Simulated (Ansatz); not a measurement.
## Work function of V(110): what the settings cost and change

How far do cutoff, k-mesh and smearing move the work function of V(110)?

Main program and level: Ansatz 0.2.0; plane-wave DFT, PBE, Ansatz PAW.

**1. Starting point**

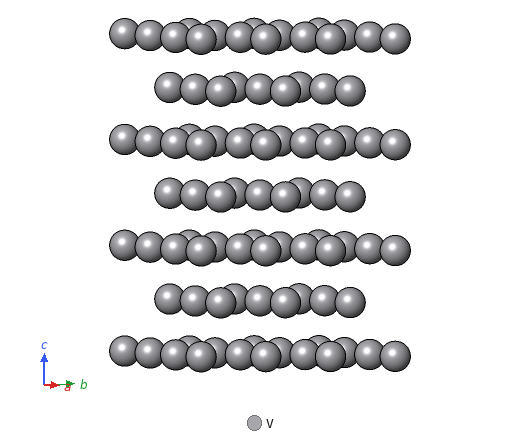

The cell as given, from the side, with the c axis up (vanadium grey). 3×3×1 cells are drawn. Some periodic images of atoms are drawn too.

The cell holds 7 atoms: 7 V. Its edges and angles: a = 2.615 Å, b = 2.615 Å, c = 30.813 Å, α = 90.0°, β = 90.0°, γ = 70.5°. Vacuum lies along c.

**2. Slab, setting cutoff 200 eV**

A work function rests on the faint tail of the density, so the SCF threshold is tight. The cutoff is raised first; then mesh and smearing are varied at the default cutoff.

input.yaml reads:

```yaml
crystal:
  lattice:
    - [2.1354624792, -1.51, 0.0]
    - [2.1354624792, 1.51, 0.0]
    - [0.0, 0.0, 30.8127748751]
  atoms:
    - { symbol: V, position: [0.0, 0.0, 0.2920866438] }
    - { symbol: V, position: [0.5, 0.5, 0.3613910959] }
    - { symbol: V, position: [0.0, 0.0, 0.4306955479] }
    - { symbol: V, position: [0.5, 0.5, 0.5] }
    - { symbol: V, position: [0.0, 0.0, 0.5693044521] }
    - { symbol: V, position: [0.5, 0.5, 0.6386089041] }
    - { symbol: V, position: [0.0, 0.0, 0.7079133562] }
kpoints:
  mp_grid: { grid: [16, 16, 1] }
hamiltonian:
  xc: pbe
scf:
  occupations: { method: fermi_dirac, width: 0.1 }
  convergence: { dr2_threshold: 1.0e-09 }
efield:
  axis: 3
  dipole_correction: true
  ramp_position: 0.97
  ramp_width: 0.06
basis:
  ecutwfc: "200 eV"
output:
  write_potential: true
  write_density: true
  volumetric_format: npy
  elf: true
```

The run is started by

```
ansatz run input.yaml --threads 2 --pin off --max-ram 3072MiB --backend cpu --events-out ev --progress --plain --runs-dir out
```

Numbers of over 12 decimals in the logs are rounded to 6 here.

Output:

```text
Warning: basis.ecutwfc = 200 eV is below the records' recommended 420 eV, and the density's cutoff is lower with it unless basis.ecutrho_ratio is high enough to keep the records' density cutoff: compare with a run at a higher cutoff
Warning: basis.ecutrho_ratio 4 (ecutrho = 800 eV, dense FFT grid 15×15×144): the grid does not resolve the core-correction charge of V (measure 0.11 e/Å^2.5); warned from 0.08. The energy and each atom's force then go with where the atoms sit on the grid: [figures from the program's tests cut] If this deck is also warned that a cutoff or its ratio is below what is recommended, mend that before anything below. First try basis.xc_grid, which is 1 on this run (the dense grid itself), where it is not refused (2, then 3). Above 1 the core-correction charge is laid on the exchange–correlation grid, and this warning is never given, whether or not the level is enough: [rest of the remark cut]
Engine: ansatz 0.2.0, aarch64-unknown-linux-gnu
Pseudopotentials: kind: paw
Pseudopotential: V, paw, valence charge 13, recommended cutoff 420 eV (normal), V.paw.azcp
Functional definition: PBE
  parameter kappa = 0.804
  parameter beta = 0.066725
  exchange = pbe_x(kappa = kappa, mu = beta*pi^2/3)
  correlation = pbe_c(beta = beta)
Crystal: 7 atoms, lattice volume = 198.715 Å³
Basis set: ecut = 200 eV, 1245 PW (Γ)
Bands: 55, of which v1, the nominal top of the filled ones, is band 46 counted from 1 (45 counted from 0)
Symmetry: 4 space group operations
k-points: 73 of 256
Non-local potential: V, projectors of the file, l = 0: 3, l = 1: 2, l = 2: 3, l = 3: 1
PAW form: soft (Blöchl's): semilocal exchange-correlation on the pseudo side does not see the compensation charge
PAW one-centre angular grid: V, 590 points (default); XC on 64 Gauss nodes
Initial density: superposition of atomic densities (neutral atoms: chi_scale 0, normalization atom), corrected by the library's trained network
Initial wavefunctions: pseudopotential atomic-orbital guess
Functional: x = pbe(κ = 0.804, μ = 0.219515), c = pbe(β = 0.066725)
SCF iter   1: F=—  HF=-20341.340026 eV  |F-HF|=—  |Δ(HF+E_count)|=         —  Δρ=1.00e-1  dr2=1.76e1  ethr=1.77e-3  p=0.000 e·Å  D=1.12e-13 V/Å  ΔV_dip=-0.00 eV  dr2_dipole=5.97e-7  V_vac-E_F(+/−)=4.21/4.21 eV  ⟨swp⟩=8.3  Hψ=17896  notcnv=0
efield: sawtooth ramp at fractional position 0.9700 (set: `efield.ramp_position`, or a place that a band, a saddle search or an elastic batch's reference lends), width 0.0600; the density the first Hamiltonian is built on has a dipole p = 0.000 e·Å; the dipole correction subtracts the counter field D = 1.12e-13 V/Å, which shifts the + side's vacuum level by -0.00 eV against the − side's; the planar-averaged density in the ramp window peaks in size at 4.3e-5 e/Å³
preconditioner: auto → LDOS  [metal: Δε(μ)=0.005 eV  Ē_g=3.093 eV  σ=0.100 eV  W_gap=0.01  n_scr=22 (ndim 8)  ℏωp=15.6 eV  f_vac=0.467  D(μ)=11.32/eV (n_scr^D=132)  β→1.0]
SCF iter   2: F=—  HF=-20340.644168 eV  |F-HF|=—  |Δ(HF+E_count)|=   6.96e-1  Δρ=1.14e-1  dr2=2.10e1  ethr=1.77e-3  p=0.000 e·Å  D=2.52e-5 V/Å  ΔV_dip=-0.00 eV  dr2_dipole=2.97e-6  V_vac-E_F(+/−)=5.74/5.75 eV  ⟨swp⟩=5.5  Hψ=28729  notcnv=0
automatic band count: the SCF goes on with 64 bands, as 55 were too few: the levels above may hold too much charge
SCF iter   3: F=—  HF=-20334.704822 eV  |F-HF|=—  |Δ(HF+E_count)|=    5.94e0  Δρ=7.33e-3  dr2=5.21e-1  ethr=1.77e-3  p=-0.000 e·Å  D=-6.17e-6 V/Å  ΔV_dip=0.00 eV  dr2_dipole=1.82e-7  V_vac-E_F(+/−)=5.25/5.26 eV  ⟨swp⟩=3.0  Hψ=11884  notcnv=0
SCF iter   4: F=—  HF=-20334.677626 eV  |F-HF|=—  |Δ(HF+E_count)|=   2.72e-2  Δρ=3.95e-3  dr2=6.49e-2  ethr=5.72e-4  p=-0.000 e·Å  D=-8.13e-6 V/Å  ΔV_dip=0.00 eV  dr2_dipole=2.67e-8  V_vac-E_F(+/−)=5.06/5.06 eV  ⟨swp⟩=1.9  Hψ=5860  notcnv=0
SCF iter   5: F=—  HF=-20334.671660 eV  |F-HF|=—  |Δ(HF+E_count)|=   5.97e-3  Δρ=8.12e-4  dr2=3.73e-3  ethr=7.14e-5  p=-0.000 e·Å  D=-5.66e-6 V/Å  ΔV_dip=0.00 eV  dr2_dipole=2.63e-8  V_vac-E_F(+/−)=5.07/5.08 eV  ⟨swp⟩=2.0  Hψ=5961  notcnv=0
SCF iter   6: F=—  HF=-20334.671995 eV  |F-HF|=—  |Δ(HF+E_count)|=   3.35e-4  Δρ=3.56e-4  dr2=4.44e-4  ethr=4.10e-6  p=-0.000 e·Å  D=-2.15e-6 V/Å  ΔV_dip=0.00 eV  dr2_dipole=2.05e-9  V_vac-E_F(+/−)=5.03/5.04 eV  ⟨swp⟩=2.3  Hψ=6252  notcnv=0
SCF iter   7: F=—  HF=-20334.672017 eV  |F-HF|=—  |Δ(HF+E_count)|=   2.21e-5  Δρ=1.42e-4  dr2=1.53e-4  ethr=4.88e-7  p=-0.000 e·Å  D=-3.12e-7 V/Å  ΔV_dip=0.00 eV  dr2_dipole=1.54e-10  V_vac-E_F(+/−)=5.01/5.01 eV  ⟨swp⟩=3.2  Hψ=7853  notcnv=0
SCF iter   8: F=—  HF=-20334.672001 eV  |F-HF|=—  |Δ(HF+E_count)|=   1.58e-5  Δρ=4.36e-5  dr2=1.89e-5  ethr=1.68e-7  p=0.000 e·Å  D=1.16e-7 V/Å  ΔV_dip=-0.00 eV  dr2_dipole=4.80e-12  V_vac-E_F(+/−)=5.00/5.00 eV  ⟨swp⟩=2.0  Hψ=6084  notcnv=0
SCF iter   9: F=—  HF=-20334.672008 eV  |F-HF|=—  |Δ(HF+E_count)|=   6.33e-6  Δρ=2.08e-5  dr2=1.48e-6  ethr=2.08e-8  p=-0.000 e·Å  D=-2.87e-8 V/Å  ΔV_dip=0.00 eV  dr2_dipole=2.25e-11  V_vac-E_F(+/−)=4.99/4.99 eV  ⟨swp⟩=2.1  Hψ=6299  notcnv=0
SCF iter  10: F=—  HF=-20334.672007 eV  |F-HF|=—  |Δ(HF+E_count)|=   9.40e-7  Δρ=7.94e-6  dr2=2.40e-7  ethr=1.63e-9  p=0.000 e·Å  D=9.72e-10 V/Å  ΔV_dip=-0.00 eV  dr2_dipole=7.60e-12  V_vac-E_F(+/−)=4.99/4.99 eV  ⟨swp⟩=2.8  Hψ=7691  notcnv=0
SCF iter  11: F=—  HF=-20334.672007 eV  |F-HF|=—  |Δ(HF+E_count)|=   1.26e-7  Δρ=2.34e-6  dr2=2.63e-8  ethr=2.64e-10  p=0.000 e·Å  D=1.45e-8 V/Å  ΔV_dip=-0.00 eV  dr2_dipole=1.62e-13  V_vac-E_F(+/−)=4.99/4.99 eV  ⟨swp⟩=2.1  Hψ=6368  notcnv=0
SCF iter  12: F=—  HF=-20334.672007 eV  |F-HF|=—  |Δ(HF+E_count)|=   2.59e-8  Δρ=9.36e-7  dr2=2.44e-9  ethr=2.89e-11  p=0.000 e·Å  D=5.31e-9 V/Å  ΔV_dip=-0.00 eV  dr2_dipole=1.01e-13  V_vac-E_F(+/−)=4.99/4.99 eV  ⟨swp⟩=2.5  Hψ=7999  notcnv=0
SCF iter  13: F=-20334.672007 eV  HF=-20334.672007 eV  |F-HF|=9.28e-10  |Δ(HF+E_count)|=   2.54e-9  Δρ=3.33e-7  dr2=4.66e-10  ethr=1.10e-12  p=0.000 e·Å  D=5.27e-9 V/Å  ΔV_dip=-0.00 eV  dr2_dipole=1.63e-13  V_vac-E_F(+/−)=4.99/4.99 eV  ⟨swp⟩=5.1  Hψ=12330  notcnv=0
WARN: efield: at this solve's end the planar-averaged density reaches 1.20e-4 e/Å³ inside the ramp window [0.9375, 0.0625] (bound 1e-5 e/Å³); by the running means of the window's planes the mean density over a ramp is at most 7.92e-5 e/Å³, which is held to the bound (the quickstart, § The vacuum guard, A window that rings); the window's nearer edge stands 7.08 Å from this solve's nearest atom along the axis. Its work [...]
SCF 1 converged in 13 iterations: F = -20334.672007 eV  dr2 = 4.66e-10
  greatest PAW one-centre occupation: 1.062 electrons in one spin orbital (limit 2), on the V atom at site 0 (counted from 0), in its partial waves of l = 1
WARN: The output density's exchange-correlation potential varies sharply where the density is thin. Do not read a vacuum level from v_tot or v_xc, or from such a field of the output density. On a cell that repeats whose density bears no net charge and no dipole along the vacuum's axis use v_es (v_loc + v_h of the components); under efield.dipole_correction with no amplitude use v_es + v_field, which holds any externa [...]
SCF converged after 13 iterations
Free energy (F): -20334.672007 eV
Harris-Foulkes:  -20334.672007 eV  (|F-HF|=9.28e-10)
Internal energy: -20334.245573 eV  (E = F + TS)
E sigma→0 (E₀):  -20334.458790 eV
Entropy (-TS):   -0.426434 eV (-60.919 meV/atom)
Fermi energy:    5.417479 eV
Dipole field:    D = -0.000001 V/Å  (p = -0.000001 e·Å, saw-weighted, corrected)
Work function:   Φ+ = 4.9857 eV (in doubt: plateau slope 2.4e-2 eV/Å)   Φ− = 4.9897 eV (in doubt: plateau slope 2.2e-2 eV/Å)
Levels:          The Fermi level and band energies are counted from a zero that moves with the ramp; work functions are not
Vacuum region:   at the solve's end the planar-averaged density reaches 1.20e-4 e/Å³ inside the ramp window [0.9375, 0.0625] (bound 1e-5 e/Å³); by the running means of the window's planes the mean density over a ramp is at most 7.92e-5 e/Å³, which is held to the bound (the quickstart, § The vacuum guard, A window that rings)
--- Per-component energies (eV) ---
  E_band       = -2120.529210
  E_kinetic    = 2423.135363
  E_local      = -166566.439036  (includes V_loc(G=0)·N_el)
  E_nonlocal   = -284.973468
  E_hartree    = 82487.478665
  E_xc         = -919.175062
  E_vxc        = -1165.631482  (∫ρ·V_xc dr)
  E_paw        = -7822.420925  (= ΣΔE_a)
  E_vpaw       = -1501.610547  (= ΣTr[D̂ρ^β])
  E_aug_tail   = 0.028375  (compensation charges beyond the density's cutoff)
  E_efield     = 0.000000  (sawtooth field / dipole correction)
  E_vefield    = 0.000000  (∫n·V_field dr)
  E_ewald      = 70348.120515
  E_smearing   = -0.426434  (= −TS)
  E_closure    = -0.000000  (closes the sum)
  Σ components = -20334.672007   (vs F -20334.672007, Δ=0.00e0)
--- Band table (eV; the first three rows and the last of 73) ---
  k-point 0: bands = [... 42 lower, 5.3688, 5.4805, 5.6447, 5.6726, 5.7810, 5.7934, 5.9441, 6.3625, ... 14 higher]
  k-point 1: bands = [... 42 lower, 5.4230, 5.5199, 5.5884, 5.7138, 5.7921, 5.9971, 6.0962, 6.1499, ... 14 higher]
  k-point 2: bands = [... 42 lower, 5.2926, 5.3476, 5.4523, 5.6063, 5.6722, 5.7418, 6.0606, 6.1252, ... 14 higher]
  k-point 72: bands = [... 42 lower, 5.1506, 5.8711, 5.9138, 6.3973, 6.5338, 6.7099, 6.8185, 7.0361, ... 14 higher]
```

The job ended after 64 s (2 threads of Arm Neoverse N1, shared host; peak memory 0.56 GiB).

This step gave:

* energy at zero smearing: -20334.4588 eV
* work function, upper face: 4.986 eV

Running mean over 2.135 Å of the planar mean; the ramp of the sawtooth is left out. The electron's electrostatic potential energy less the Fermi level by z:

| z (Å) | electron's electrostatic potential energy less the Fermi level (eV) |
| --- | --- |
| 5.0 | 4.83 |
| 7.5 | 0.975 |
| 10.0 | -7.68 |
| 12.5 | -7.66 |
| 15.0 | -7.67 |
| 17.5 | -7.66 |
| 20.0 | -7.67 |
| 22.5 | -5.29 |
| 25.0 | 4.70 |
| 27.5 | 4.94 |

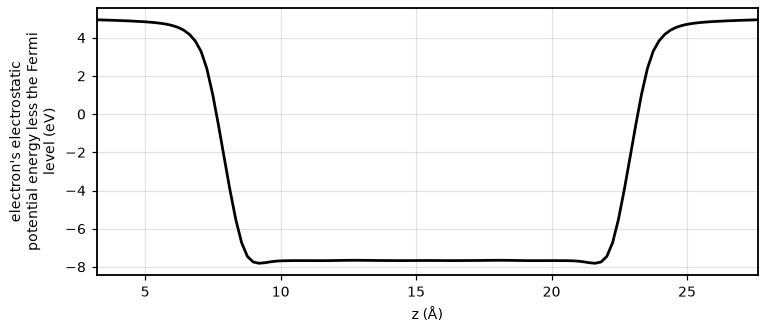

Electron's electrostatic potential energy less the Fermi level against z.

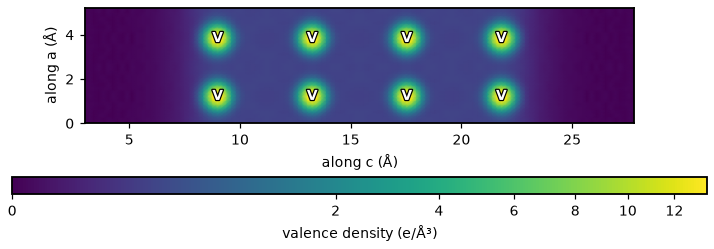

Valence density in the ca plane at fractional y = 0.000, with atoms of V within 0.2 Å of it. It is the smooth field of the valence electrons, not physical close to the nuclei. The map starts off the cell's origin, so that atoms lie inside it. The colour scale is stretched toward low values. The far vacuum is left out of the map.

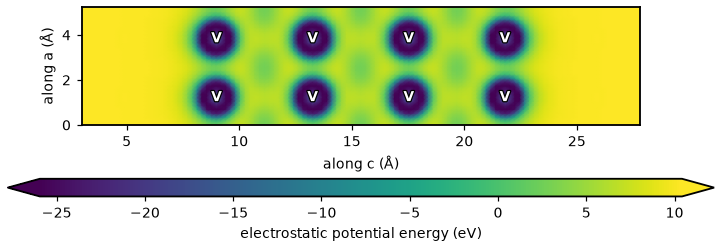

Electrostatic potential energy in the ca plane at fractional y = 0.000, with atoms of V within 0.2 Å of it. With pseudopotentials it is smooth inside the atoms' cores, unlike the true potential. The map starts off the cell's origin, so that atoms lie inside it. The far vacuum is left out of the map.

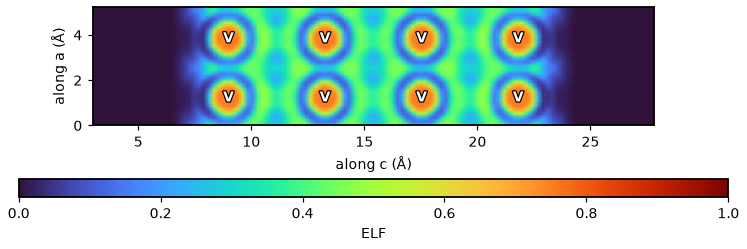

ELF in the ca plane at fractional y = 0.000, with atoms of V within 0.2 Å of it. It is the smooth field of the valence electrons, not physical close to the nuclei. The map starts off the cell's origin, so that atoms lie inside it. The far vacuum is left out of the map.

The work function is 4.986 eV. The program marks this work function as in doubt.

**3. Slab**

Edit input.yaml of step 2 so:

```diff
@@ -26,3 +26,3 @@
 basis:
-  ecutwfc: "200 eV"
+  ecutwfc: "300 eV"
 output:
@@ -31,2 +31 @@
   volumetric_format: npy
-  elf: true
```

Output:

```text
[...]
Crystal: 7 atoms, lattice volume = 198.715 Å³
Basis set: ecut = 300 eV, 2369 PW (Γ)
Bands: 55, of which v1, the nominal top of the filled ones, is band 46 counted from 1 (45 counted from 0)
Symmetry: 4 space group operations
k-points: 73 of 256
[...]
k-point 0: bands = [... 42 lower, 5.5729, 5.5847, 5.6694, 5.7571, 5.7955, 5.8463, 5.9734, 6.2570, ... 5 higher]
  k-point 1: bands = [... 42 lower, 5.5071, 5.5596, 5.5923, 5.7014, 5.7830, 5.8842, 6.0063, 6.0737, ... 5 higher]
  k-point 2: bands = [... 42 lower, 5.3070, 5.3820, 5.4888, 5.6634, 5.6661, 5.6910, 5.9858, 6.0579, ... 5 higher]
  k-point 72: bands = [... 42 lower, 5.4608, 5.8531, 6.2599, 6.9640, 7.0074, 7.0967, 7.1747, 7.2856, ... 5 higher]
[key lines of the parts left out:]
SCF converged after 11 iterations
Free energy (F): -20383.824351 eV
Fermi energy:    5.506418 eV
Dipole field:    D = -0.000000 V/Å  (p = -0.000000 e·Å, saw-weighted, corrected)
Work function:   Φ+ = 4.7716 eV   Φ− = 4.7717 eV
```

Wall time 92 s (2 threads); peak memory 0.7 GiB; 2.9 min of CPU time.

The work function is 4.772 eV, -0.214 eV from the run “cutoff 200 eV”, at 1.4 times its CPU time.

**4. Run**

Edit input.yaml of step 3 so:

```diff
@@ -26,3 +26,3 @@
 basis:
-  ecutwfc: "300 eV"
+  ecutwfc: "420 eV"
 output:
```

Output:

```text
[...]
Crystal: 7 atoms, lattice volume = 198.715 Å³
Basis set: ecut = 420 eV, 3845 PW (Γ)
Bands: 55, of which v1, the nominal top of the filled ones, is band 46 counted from 1 (45 counted from 0)
Symmetry: 4 space group operations
k-points: 73 of 256
[...]
k-point 0: bands = [... 42 lower, 5.5946, 5.6043, 5.6740, 5.7733, 5.8227, 5.8700, 5.9992, 6.2341, ... 5 higher]
  k-point 1: bands = [... 42 lower, 5.5230, 5.5607, 5.6068, 5.7151, 5.7984, 5.8993, 6.0211, 6.0549, ... 5 higher]
  k-point 2: bands = [... 42 lower, 5.3121, 5.4009, 5.5058, 5.6806, 5.6823, 5.6850, 5.9702, 6.0735, ... 5 higher]
  k-point 72: bands = [... 42 lower, 5.4758, 5.8446, 6.2646, 6.9867, 7.0147, 7.0902, 7.1696, 7.3118, ... 5 higher]
[key lines of the parts left out:]
SCF converged after 12 iterations
Free energy (F): -20385.013058 eV
Fermi energy:    5.514492 eV
Dipole field:    D = -0.000000 V/Å  (p = -0.000000 e·Å, saw-weighted, corrected)
Work function:   Φ+ = 4.7750 eV   Φ− = 4.7750 eV
```

It took 2.2 min on 2 threads; peak memory 0.98 GiB.

The work function is 4.775 eV, -0.211 eV from the run “cutoff 200 eV”, at 2.0 times its CPU time.

**5. Run**

Edit input.yaml of step 4 so:

```diff
@@ -26,3 +26,3 @@
 basis:
-  ecutwfc: "420 eV"
+  ecutwfc: "600 eV"
 output:
```

Output:

```text
[...]
Crystal: 7 atoms, lattice volume = 198.715 Å³
Basis set: ecut = 600 eV, 6593 PW (Γ)
Bands: 55, of which v1, the nominal top of the filled ones, is band 46 counted from 1 (45 counted from 0)
Symmetry: 4 space group operations
k-points: 73 of 256
[...]
k-point 0: bands = [... 42 lower, 5.5937, 5.6035, 5.6729, 5.7724, 5.8220, 5.8692, 5.9984, 6.2327, ... 5 higher]
  k-point 1: bands = [... 42 lower, 5.5222, 5.5596, 5.6060, 5.7143, 5.7977, 5.8985, 6.0202, 6.0535, ... 5 higher]
  k-point 2: bands = [... 42 lower, 5.3111, 5.4001, 5.5050, 5.6798, 5.6815, 5.6838, 5.9688, 6.0727, ... 5 higher]
  k-point 72: bands = [... 42 lower, 5.4750, 5.8434, 6.2637, 6.9858, 7.0137, 7.0890, 7.1685, 7.3109, ... 5 higher]
[key lines of the parts left out:]
SCF converged after 12 iterations
Free energy (F): -20385.028569 eV
Fermi energy:    5.513533 eV
Dipole field:    D = -0.000000 V/Å  (p = -0.000000 e·Å, saw-weighted, corrected)
Work function:   Φ+ = 4.7749 eV   Φ− = 4.7749 eV
```

It took 3.8 min on 2 threads; peak memory 1.5 GiB; 6.6 min of CPU time.

The work function is 4.775 eV, -0.000 eV from the run “cutoff 420 eV”, at 1.6 times its CPU time.

**6. Run**

Edit input.yaml of step 5 so:

```diff
@@ -14,3 +14,3 @@
 kpoints:
-  mp_grid: { grid: [16, 16, 1] }
+  mp_grid: { grid: [3, 3, 1] }
 hamiltonian:
@@ -25,4 +25,2 @@
   ramp_width: 0.06
-basis:
-  ecutwfc: "600 eV"
 output:
```

Output:

```text
[...]
Crystal: 7 atoms, lattice volume = 198.715 Å³
Basis set: ecut = 420 eV, 3845 PW (Γ)
Bands: 55, of which v1, the nominal top of the filled ones, is band 46 counted from 1 (45 counted from 0)
Symmetry: 4 space group operations
k-points: 4 of 9
[...]
k-point 0: bands = [... 42 lower, 5.5521, 5.5554, 5.6552, 5.7281, 5.7863, 5.8319, 5.9623, 6.2165, ... 5 higher]
  k-point 1: bands = [... 42 lower, 4.8988, 5.0644, 5.1596, 5.2942, 5.4445, 5.5368, 5.6012, 7.3095, ... 5 higher]
  k-point 2: bands = [... 42 lower, 5.2648, 5.6870, 5.9625, 6.0042, 6.3778, 6.6315, 6.6838, 6.9407, ... 5 higher]
  k-point 3: bands = [... 42 lower, 4.6146, 4.8914, 4.9105, 5.3402, 5.8354, 5.8370, 5.9339, 6.6380, ... 5 higher]
[key lines of the parts left out:]
SCF converged after 12 iterations
Free energy (F): -20385.356861 eV
Fermi energy:    5.501559 eV
Dipole field:    D = 0.000000 V/Å  (p = 0.000000 e·Å, saw-weighted, corrected)
Work function:   Φ+ = 4.8138 eV   Φ− = 4.8138 eV
```

It took 14 s on 2 threads; peak memory 0.4 GiB; 14 s of CPU time.

The work function is 4.814 eV, +0.039 eV from the run “cutoff 420 eV”, at 0.055 times its CPU time.

**7. Run**

Edit input.yaml of step 6 so:

```diff
@@ -14,3 +14,3 @@
 kpoints:
-  mp_grid: { grid: [3, 3, 1] }
+  mp_grid: { grid: [5, 5, 1] }
 hamiltonian:
```

Output:

```text
[...]
Crystal: 7 atoms, lattice volume = 198.715 Å³
Basis set: ecut = 420 eV, 3845 PW (Γ)
Bands: 55, of which v1, the nominal top of the filled ones, is band 46 counted from 1 (45 counted from 0)
Symmetry: 4 space group operations
k-points: 9 of 25
[...]
k-point 0: bands = [... 42 lower, 5.5742, 5.5743, 5.6491, 5.7562, 5.7769, 5.8333, 5.9701, 6.2273, ... 5 higher]
  k-point 1: bands = [... 42 lower, 5.1078, 5.2335, 5.2668, 5.3338, 5.3613, 5.4419, 5.5423, 6.4481, ... 5 higher]
  k-point 2: bands = [... 42 lower, 4.9838, 5.1176, 5.3349, 5.6367, 5.9385, 6.1574, 6.3649, 7.4204, ... 5 higher]
  k-point 8: bands = [... 42 lower, 4.7906, 5.2989, 5.4422, 5.9350, 6.4984, 6.5510, 6.6445, 7.3312, ... 5 higher]
[key lines of the parts left out:]
SCF converged after 11 iterations
Free energy (F): -20384.988621 eV
Fermi energy:    5.524977 eV
Dipole field:    D = 0.000000 V/Å  (p = 0.000000 e·Å, saw-weighted, corrected)
Work function:   Φ+ = 4.7894 eV   Φ− = 4.7894 eV
```

It took 29 s on 2 threads; peak memory 0.45 GiB; 32 s of CPU time.

The work function is 4.789 eV, +0.014 eV from the run “cutoff 420 eV”, at 0.13 times its CPU time.

(Continued in part 2 of 2.)

[Logs are printed without paths, hosts, clocks, repeated set-up lines and the standing remarks that a program may print on its own settings, such as how far it seeks lower states.]

[Hosts, paths, dates, database ids (printed as entryN), source tags and the programs' standing remarks are cut or masked in the printed files.]

[Maps of the electrostatic potential energy from Ansatz leave out the sawtooth potential of an applied field or a dipole correction, so their vacuum need not be flat; planar profiles and work functions include it.]
